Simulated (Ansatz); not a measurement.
Geometry relaxation, with input and output: CH8OSi

- system: CH8OSi
- method: RHF/def2-SVP (Ansatz 0.2.0)

It belongs to a series of runs on one base structure; here: end point A relaxed. Figures and captions count atoms from 1; the log counts them from 0 in places.

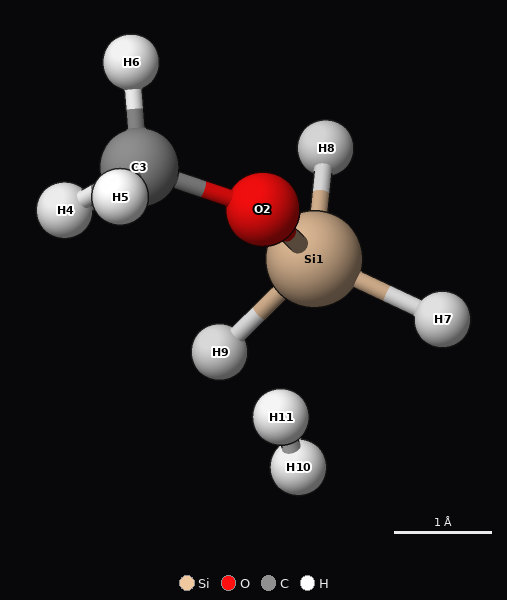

Fig. 1: The input geometry (ball-and-stick view, seen at a tilt; atoms are numbered from 1 in the order of the input). Bond lengths as drawn: C–H 1.09 Å, C–O 1.39 Å, H–H 0.71 Å, H–Si 1.47 to 1.48 Å and O–Si 1.66 Å.

### Key numbers

- outcome: converged
- total energy: −11051.2522 eV
- mean-field energy: −11051.2522 eV
- largest force (length of the vector) at the end: 0.035 eV/Å
- hardware: 1 thread of Arm Neoverse V1, 24 GiB of memory available, shared host
- wall time: 33 s
- peak memory: 0.14 GiB

### Input file
```yaml
crystal:
  periodic: [false, false, false]
  atoms:
    - { symbol: Si, position_ang: [-0.152056, 0.161404, 0.13752] }
    - { symbol: O, position_ang: [-0.102866, 0.098936, 1.799267] }
    - { symbol: C, position_ang: [-1.128293, -0.240224, 2.679186] }
    - { symbol: H, position_ang: [-1.856933, -0.911372, 2.213178] }
    - { symbol: H, position_ang: [-0.699515, -0.754981, 3.537527] }
    - { symbol: H, position_ang: [-1.655223, 0.643772, 3.039024] }
    - { symbol: H, position_ang: [1.226, 0.285098, -0.367008] }
    - { symbol: H, position_ang: [-0.94023, 1.334316, -0.316955] }
    - { symbol: H, position_ang: [-0.805254, -1.063232, -0.380892] }
    - { symbol: H, position_ang: [1.293186, -1.982493, 0.819546] }
    - { symbol: H, position_ang: [1.146186, -1.703223, 1.456007] }
basis:
  gaussian: { orbitals: def2-SVP }
hamiltonian:
  xc: hf
relax:
  f_tol: 0.03
  max_steps: 50
```

Launched with:
```bash
ansatz run input.yaml --threads 1 --pin off --max-ram 2048MiB --backend cpu --events-out ev --progress --plain --runs-dir out
```

### Output
```
The last accepted step is kept in [file] (removed where the run ends without a failure and the disk answers)
Engine: ansatz 0.2.0, aarch64-unknown-linux-gnu
Functional definition: HF
  exchange = exact_x
  correlation = 0
911 factors; integrals over basis functions are off by at most 4.7e-4 eV
mean field evaluation 1: about -11048.8956 eV, gradient 2.8e1 eV
mean field evaluation 2: about -11048.9508 eV, gradient 2.8e1 eV
mean field evaluation 4: about -11050.9474 eV, gradient 3.3e0 eV
mean field evaluation 8: about -11050.9794 eV, gradient 1.0e-1 eV
mean field -11050.97948427 eV, -406.1160054240 hartree, gradient 2.0e-5 eV, S^2 0.000000; 0 other end points of the search recorded, 0 dependent functions left out
the calculation of the forces begins
reference -11050.97948427 eV, -406.1160054240 hartree; 18, 18 occupied and 68, 68 virtual orbitals, 911 factors
relax step   1: F+E_penalty+E_count = -11050.97948427 eV  Δ(F+E_penalty+E_count) = +0.000e0 eV  max|allowed force component| = 1.267e0 eV/Å  Δτ_max = 0.0000 Å  (32 SCF iters, accepted)
these checks for a lower state are left out or cut short: starts, cluster_reference, orbital_swaps, neighbouring_geometries, increment
911 factors; integrals over basis functions are off by at most 4.6e-4 eV
mean field evaluation 16: about -11051.1157 eV, gradient 2.1e-4 eV
mean field -11051.11571717 eV, -406.1210118906 hartree, gradient 2.1e-5 eV, S^2 0.000000; 0 other end points of the search recorded, 0 dependent functions left out
[... from here on the field's lines of each further geometry are left out, up to the last ...]
relax step   2: F+E_penalty+E_count = -11051.11571717 eV  Δ(F+E_penalty+E_count) = -1.362e-1 eV  max|allowed force component| = 3.062e-1 eV/Å  Δτ_max = 0.1979 Å  (29 SCF iters, accepted)
relax step   3: F+E_penalty+E_count = -11051.17481823 eV  Δ(F+E_penalty+E_count) = -5.910e-2 eV  max|allowed force component| = 2.062e-1 eV/Å  Δτ_max = 0.1928 Å  (30 SCF iters, accepted)
relax step   4: F+E_penalty+E_count = -11051.20569097 eV  Δ(F+E_penalty+E_count) = -3.087e-2 eV  max|allowed force component| = 1.032e-1 eV/Å  Δτ_max = 0.2000 Å  (31 SCF iters, accepted)
relax step   5: F+E_penalty+E_count = -11051.22328243 eV  Δ(F+E_penalty+E_count) = -1.759e-2 eV  max|allowed force component| = 8.481e-2 eV/Å  Δτ_max = 0.2000 Å  (29 SCF iters, accepted)
relax step   6: F+E_penalty+E_count = -11051.15821300 eV  Δ(F+E_penalty+E_count) = +6.507e-2 eV  max|allowed force component| = 6.892e-1 eV/Å  Δτ_max = 0.2000 Å  (30 SCF iters, rejected (line search))
relax step   7: F+E_penalty+E_count = -11051.23224074 eV  Δ(F+E_penalty+E_count) = -8.958e-3 eV  max|allowed force component| = 3.760e-2 eV/Å  Δτ_max = 0.1000 Å  (30 SCF iters, accepted)
relax step   8: F+E_penalty+E_count = -11051.23780283 eV  Δ(F+E_penalty+E_count) = -5.562e-3 eV  max|allowed force component| = 1.276e-1 eV/Å  Δτ_max = 0.0973 Å  (30 SCF iters, accepted)
relax step   9: F+E_penalty+E_count = -11051.24235391 eV  Δ(F+E_penalty+E_count) = -4.551e-3 eV  max|allowed force component| = 9.848e-2 eV/Å  Δτ_max = 0.1472 Å  (29 SCF iters, accepted)
relax step  10: F+E_penalty+E_count = -11051.24361622 eV  Δ(F+E_penalty+E_count) = -1.262e-3 eV  max|allowed force component| = 2.283e-1 eV/Å  Δτ_max = 0.0957 Å  (30 SCF iters, accepted)
relax step  11: F+E_penalty+E_count = -11051.24558716 eV  Δ(F+E_penalty+E_count) = -1.971e-3 eV  max|allowed force component| = 8.934e-2 eV/Å  Δτ_max = 0.0393 Å  (30 SCF iters, accepted)
relax step  12: F+E_penalty+E_count = -11051.24737902 eV  Δ(F+E_penalty+E_count) = -1.792e-3 eV  max|allowed force component| = 5.759e-2 eV/Å  Δτ_max = 0.0926 Å  (30 SCF iters, accepted)
relax step  13: F+E_penalty+E_count = -11051.24798821 eV  Δ(F+E_penalty+E_count) = -6.092e-4 eV  max|allowed force component| = 1.800e-1 eV/Å  Δτ_max = 0.1737 Å  (29 SCF iters, accepted)
relax step  14: F+E_penalty+E_count = -11051.24920423 eV  Δ(F+E_penalty+E_count) = -1.216e-3 eV  max|allowed force component| = 4.681e-2 eV/Å  Δτ_max = 0.0105 Å  (23 SCF iters, accepted)
relax step  15: F+E_penalty+E_count = -11051.24971652 eV  Δ(F+E_penalty+E_count) = -5.123e-4 eV  max|allowed force component| = 9.618e-3 eV/Å  Δτ_max = 0.0305 Å  (31 SCF iters, accepted)
relax step  16: F+E_penalty+E_count = -11051.25018230 eV  Δ(F+E_penalty+E_count) = -4.658e-4 eV  max|allowed force component| = 5.105e-2 eV/Å  Δτ_max = 0.0819 Å  (30 SCF iters, accepted)
relax step  17: F+E_penalty+E_count = -11051.25036347 eV  Δ(F+E_penalty+E_count) = -1.812e-4 eV  max|allowed force component| = 9.740e-2 eV/Å  Δτ_max = 0.0859 Å  (30 SCF iters, accepted)
relax step  18: F+E_penalty+E_count = -11051.25064956 eV  Δ(F+E_penalty+E_count) = -2.861e-4 eV  max|allowed force component| = 5.556e-2 eV/Å  Δτ_max = 0.0085 Å  (23 SCF iters, accepted)
relax step  19: F+E_penalty+E_count = -11051.25102028 eV  Δ(F+E_penalty+E_count) = -3.707e-4 eV  max|allowed force component| = 2.480e-2 eV/Å  Δτ_max = 0.0368 Å  (30 SCF iters, accepted)
relax step  20: F+E_penalty+E_count = -11051.25127620 eV  Δ(F+E_penalty+E_count) = -2.559e-4 eV  max|allowed force component| = 5.816e-2 eV/Å  Δτ_max = 0.0714 Å  (29 SCF iters, accepted)
relax step  21: F+E_penalty+E_count = -11051.25148265 eV  Δ(F+E_penalty+E_count) = -2.064e-4 eV  max|allowed force component| = 3.307e-2 eV/Å  Δτ_max = 0.0145 Å  (31 SCF iters, accepted)
relax step  22: F+E_penalty+E_count = -11051.25173583 eV  Δ(F+E_penalty+E_count) = -2.532e-4 eV  max|allowed force component| = 2.024e-2 eV/Å  Δτ_max = 0.0380 Å  (30 SCF iters, accepted)
relax step  23: F+E_penalty+E_count = -11051.25189409 eV  Δ(F+E_penalty+E_count) = -1.583e-4 eV  max|allowed force component| = 3.425e-2 eV/Å  Δτ_max = 0.0507 Å  (30 SCF iters, accepted)
relax step  24: F+E_penalty+E_count = -11051.25202712 eV  Δ(F+E_penalty+E_count) = -1.330e-4 eV  max|allowed force component| = 3.299e-2 eV/Å  Δτ_max = 0.0226 Å  (30 SCF iters, accepted)
the calculation of the forces begins
reference -11051.25223031 eV, -406.1260286559 hartree; 18, 18 occupied and 68, 68 virtual orbitals, 911 factors
relax step  25: F+E_penalty+E_count = -11051.25223031 eV  Δ(F+E_penalty+E_count) = -2.032e-4 eV  max|allowed force component| = 2.793e-2 eV/Å  Δτ_max = 0.0343 Å  (30 SCF iters, accepted)
```

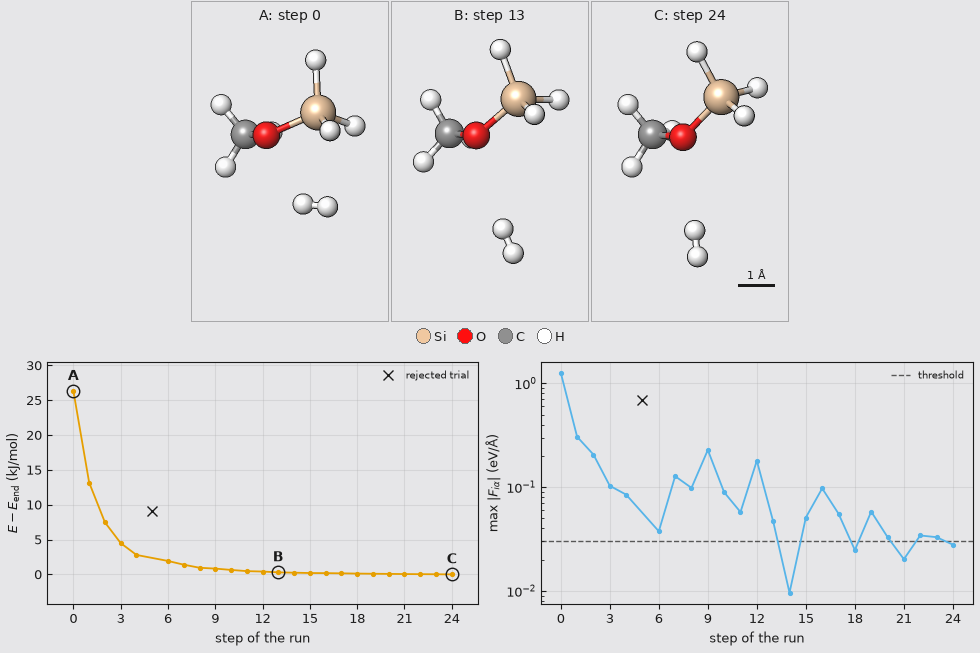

Fig. 2: Frames of the relaxation (ball-and-stick view, seen at a tilt) above the curves, on which the letters mark them (the first geometry is step 0 here and step 1 in the log).

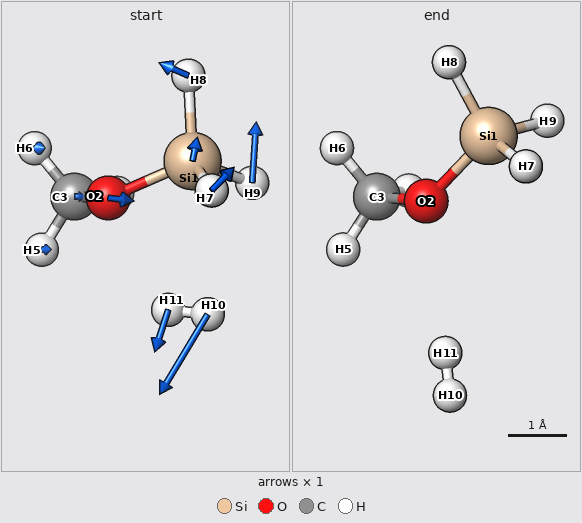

Fig. 3: Before (left) and after (right) the relaxation, at one scale (ball-and-stick view, seen at a tilt). The blue arrows give the displacements, at true length. The largest move after the best rigid fit is that of H10, 1.65 Å. Largest moves by element: H 1.65 Å, O 0.50 Å, Si 0.46 Å, C 0.20 Å. Among the contacts that change: H10–H11 0.710 → 0.747 Å, Si1–O2 1.664 → 1.649 Å. The energy falls by 26.3 kJ/mol in 24 geometry steps. Largest force component: 1.3 eV/Å at the start, 0.028 eV/Å at the end. The line search rejected the trial step at point 5 (counted from 0) and went back. (Atoms are counted from 1 in the order of the input.)

```
911 factors; integrals over basis functions are off by at most 6.3e-4 eV
mean field -11051.25223031 eV, -406.1260286559 hartree, gradient 2.0e-5 eV, S^2 0.000000; 1 other end points of the search recorded, 0 dependent functions left out
the calculation of the forces begins
reference -11051.25223031 eV, -406.1260286559 hartree; 18, 18 occupied and 68, 68 virtual orbitals, 911 factors
Total energy: -11051.25223031 eV, -406.1260286559 hartree
Atom 0 at    -0.467755     0.463258    -0.025270 Å, force    -0.004495    -0.007982    -0.001753 eV/Å
Atom 1 at    -0.219959    -0.233503     1.448272 Å, force    -0.027930     0.017414    -0.012376 eV/Å
Atom 2 at    -1.128640    -0.356028     2.498392 Å, force     0.001468    -0.002081     0.000662 eV/Å
Atom 3 at    -2.003517    -0.944731     2.206247 Å, force     0.018796     0.010520     0.006727 eV/Å
Atom 4 at    -0.637237    -0.862551     3.327546 Å, force    -0.011010     0.005383    -0.004835 eV/Å
Atom 5 at    -1.471850     0.622322     2.848069 Å, force     0.007799    -0.019680    -0.005033 eV/Å
Atom 6 at     0.798196     0.373337    -0.775763 Å, force    -0.010709     0.001927     0.005593 eV/Å
Atom 7 at    -0.868066     1.884296     0.129928 Å, force     0.008136    -0.019130    -0.001242 eV/Å
Atom 8 at    -1.546852    -0.240604    -0.763186 Å, force     0.017319     0.013180     0.011981 eV/Å
Atom 9 at     2.170957    -2.701666     1.925780 Å, force     0.005311    -0.004025     0.002225 eV/Å
Atom 10 at     1.699725    -2.136128     1.796386 Å, force    -0.004685     0.004475    -0.001949 eV/Å
Dipole moment:    -0.255452     0.065946     0.094720 e Å
```

### Trajectory as extended XYZ (Å, eV, eV/Å), 10 of the 25 frames kept, from step=1 to step=25
```
11
Properties=species:S:1:pos:R:3:forces:R:3 step=1 energy=-11050.97948
Si   -0.1521    0.1614    0.1375   -0.2002   0.2249   0.4274
O    -0.1029    0.0989    1.7993   -0.1596   0.3408  -0.3917
C    -1.1283   -0.2402    2.6792    0.0296  -0.1252  -0.0958
H    -1.8569   -0.9114    2.2132   -0.0246   0.0147   0.0433
H    -0.6995   -0.7550    3.5375   -0.0023  -0.0016   0.0567
H    -1.6552    0.6438    3.0390   -0.0125   0.0857  -0.0275
H     1.2260    0.2851   -0.3670   -0.0222   0.0116   0.0094
H    -0.9402    1.3343   -0.3170   -0.0029  -0.0202   0.0207
H    -0.8053   -1.0632   -0.3809    0.0006   0.0297  -0.0782
H     1.2932   -1.9825    0.8195    0.5077  -0.9095  -1.2317
H     1.1462   -1.7032    1.4560   -0.1137   0.3490   1.2674
11
Properties=species:S:1:pos:R:3:forces:R:3 step=4 energy=-11051.20569
Si   -0.2468    0.2851    0.1236   -0.0515   0.0503  -0.1032
O    -0.1685    0.1744    1.7620    0.0001   0.0054   0.0877
C    -1.1636   -0.1952    2.6639    0.0003  -0.0101   0.0053
H    -1.8729   -0.9015    2.2223   -0.0008  -0.0112   0.0154
H    -0.6998   -0.6740    3.5257   -0.0170   0.0144   0.0082
H    -1.7212    0.6766    3.0135    0.0094   0.0137  -0.0200
H     1.1302    0.4236   -0.3826   -0.0026   0.0134  -0.0087
H    -1.0526    1.4554   -0.3068    0.0123  -0.0124   0.0306
H    -0.8830   -0.9352   -0.4302   -0.0019   0.0036  -0.0335
H     1.6071   -2.4617    0.9473    0.0165  -0.0228   0.0461
H     1.3961   -1.9796    1.4777    0.0352  -0.0442  -0.0281
11
Properties=species:S:1:pos:R:3:forces:R:3 step=6 energy=-11051.15821 accepted=F
Si   -0.2805    0.3387    0.0810    0.0120  -0.0109   0.3809
O    -0.1475    0.1120    1.7040   -0.6307  -0.6827   0.6410
C    -1.1715   -0.1884    2.6257    0.6892   0.0744   0.1852
H    -1.8843   -0.9544    2.3324    0.1398  -0.2694  -0.6398
H    -0.7253   -0.5336    3.5552    0.2110   0.0140   0.0003
H    -1.7499    0.6870    2.8595   -0.2761   0.6584   0.0570
H     1.0924    0.5447   -0.4157   -0.0902  -0.0709  -0.1695
H    -1.1199    1.5103   -0.1402   -0.1940   0.5062  -0.2923
H    -0.9842   -0.7990   -0.5404    0.1265  -0.2053  -0.1815
H     1.8159   -2.7299    1.1486    0.0685  -0.1275  -0.0504
H     1.4797   -2.1193    1.4063   -0.0560   0.1136   0.0691
11
Properties=species:S:1:pos:R:3:forces:R:3 step=9 energy=-11051.24235
Si   -0.3341    0.3800    0.0883    0.0224  -0.0106   0.0838
O    -0.1589    0.0380    1.6948   -0.0919  -0.0339  -0.0745
C    -1.1703   -0.1882    2.6290    0.0285   0.0018   0.0503
H    -1.8481   -0.9880    2.3103    0.0458   0.0513   0.0036
H    -0.7166   -0.4864    3.5759   -0.0260   0.0401  -0.0985
H    -1.7604    0.7179    2.8015    0.0155  -0.0585  -0.0041
H     1.0159    0.5743   -0.4710   -0.0084   0.0089   0.0022
H    -1.1439    1.6115   -0.0967    0.0160  -0.0381   0.0004
H    -1.0151   -0.7366   -0.6161   -0.0028   0.0395   0.0298
H     1.8962   -2.8330    1.2146   -0.0208   0.0412   0.0292
H     1.5603   -2.2216    1.4859    0.0217  -0.0416  -0.0222
11
Properties=species:S:1:pos:R:3:forces:R:3 step=12 energy=-11051.24738
Si   -0.3725    0.4255    0.0532    0.0071  -0.0138   0.0254
O    -0.1535   -0.0187    1.6271   -0.0481   0.0139  -0.0576
C    -1.1358   -0.2316    2.5932    0.0231  -0.0055   0.0016
H    -1.8175   -1.0366    2.3045    0.0033  -0.0068  -0.0050
H    -0.6530   -0.5124    3.5275    0.0031  -0.0008   0.0006
H    -1.7257    0.6716    2.7705   -0.0048   0.0120   0.0015
H     0.9621    0.5924   -0.5503   -0.0049   0.0038   0.0051
H    -1.1321    1.6984   -0.0290    0.0169  -0.0159   0.0094
H    -1.1352   -0.6118   -0.6857    0.0039   0.0118   0.0159
H     1.9284   -2.8704    1.4291    0.0226  -0.0368  -0.0001
H     1.5598   -2.2384    1.5763   -0.0220   0.0381   0.0031
11
Properties=species:S:1:pos:R:3:forces:R:3 step=14 energy=-11051.24920
Si   -0.4015    0.4556    0.0231   -0.0222  -0.0013   0.0373
O    -0.1540   -0.0615    1.5702   -0.0429   0.0231  -0.0427
C    -1.1096   -0.2703    2.5637    0.0211  -0.0025  -0.0091
H    -1.8048   -1.0688    2.2901    0.0025  -0.0038   0.0003
H    -0.6015   -0.5588    3.4823   -0.0027  -0.0042  -0.0025
H    -1.6878    0.6364    2.7628    0.0035   0.0064  -0.0022
H     0.9212    0.5853   -0.6155   -0.0179   0.0051   0.0016
H    -1.1043    1.7655    0.0200    0.0365  -0.0468  -0.0019
H    -1.2368   -0.5146   -0.7299    0.0204   0.0235   0.0179
H     1.9434   -2.8709    1.6026   -0.0087   0.0175   0.0067
H     1.5607   -2.2298    1.6469    0.0105  -0.0170  -0.0055
11
Properties=species:S:1:pos:R:3:forces:R:3 step=17 energy=-11051.25036
Si   -0.4365    0.4797   -0.0068    0.0039   0.0040  -0.0185
O    -0.1728   -0.1087    1.5092   -0.0001  -0.0006   0.0091
C    -1.0947   -0.3110    2.5342   -0.0220   0.0064   0.0191
H    -1.8359   -1.0689    2.2624    0.0186   0.0231   0.0110
H    -0.5626   -0.6551    3.4207   -0.0224   0.0096  -0.0325
H    -1.6231    0.6136    2.7889    0.0239  -0.0386  -0.0117
H     0.8702    0.5475   -0.6867   -0.0119  -0.0040   0.0020
H    -1.0433    1.8330    0.0569   -0.0019  -0.0227   0.0013
H    -1.3562   -0.4058   -0.7652    0.0103   0.0215   0.0188
H     1.9913   -2.8422    1.7911   -0.0609   0.0974  -0.0129
H     1.5884   -2.2141    1.7116    0.0624  -0.0960   0.0142
11
Properties=species:S:1:pos:R:3:forces:R:3 step=20 energy=-11051.25128
Si   -0.4533    0.4798   -0.0188   -0.0220   0.0018  -0.0037
O    -0.1857   -0.1586    1.4769   -0.0068   0.0083  -0.0110
C    -1.1004   -0.3315    2.5139   -0.0390  -0.0022   0.0242
H    -1.9001   -1.0251    2.2326    0.0464   0.0415   0.0202
H    -0.5768   -0.7440    3.3759   -0.0305   0.0151  -0.0297
H    -1.5560    0.6195    2.8109    0.0276  -0.0582  -0.0149
H     0.8371    0.4934   -0.7320   -0.0127   0.0004   0.0050
H    -0.9895    1.8598    0.0930    0.0160  -0.0179  -0.0015
H    -1.4412   -0.3349   -0.7703    0.0198   0.0098   0.0114
H     2.0570   -2.7984    1.8708    0.0085  -0.0088   0.0024
H     1.6338   -2.1920    1.7634   -0.0075   0.0101  -0.0025
11
Properties=species:S:1:pos:R:3:forces:R:3 step=22 energy=-11051.25174
Si   -0.4584    0.4739   -0.0205    0.0002   0.0022   0.0111
O    -0.1945   -0.1828    1.4685   -0.0202   0.0115  -0.0156
C    -1.1092   -0.3382    2.5087    0.0032  -0.0044   0.0022
H    -1.9340   -0.9974    2.2230    0.0066   0.0047   0.0016
H    -0.5973   -0.7818    3.3609   -0.0047   0.0017  -0.0032
H    -1.5280    0.6226    2.8219    0.0048  -0.0068  -0.0017
H     0.8254    0.4586   -0.7449   -0.0072  -0.0041   0.0005
H    -0.9537    1.8673    0.1062    0.0053  -0.0119  -0.0014
H    -1.4742   -0.3086   -0.7679    0.0109   0.0059   0.0060
H     2.0954   -2.7685    1.8902   -0.0113   0.0171  -0.0034
H     1.6534   -2.1770    1.7703    0.0124  -0.0161   0.0039
11
Properties=species:S:1:pos:R:3:forces:R:3 step=25 energy=-11051.25223
Si   -0.4678    0.4633   -0.0253   -0.0045  -0.0080  -0.0018
O    -0.2200   -0.2335    1.4483   -0.0279   0.0174  -0.0124
C    -1.1286   -0.3560    2.4984    0.0015  -0.0021   0.0007
H    -2.0035   -0.9447    2.2062    0.0188   0.0105   0.0067
H    -0.6372   -0.8626    3.3275   -0.0110   0.0054  -0.0048
H    -1.4719    0.6223    2.8481    0.0078  -0.0197  -0.0050
H     0.7982    0.3733   -0.7758   -0.0107   0.0019   0.0056
H    -0.8681    1.8843    0.1299    0.0081  -0.0191  -0.0012
H    -1.5469   -0.2406   -0.7632    0.0173   0.0132   0.0120
H     2.1710   -2.7017    1.9258    0.0053  -0.0040   0.0022
H     1.6997   -2.1361    1.7964   -0.0047   0.0045  -0.0019
```
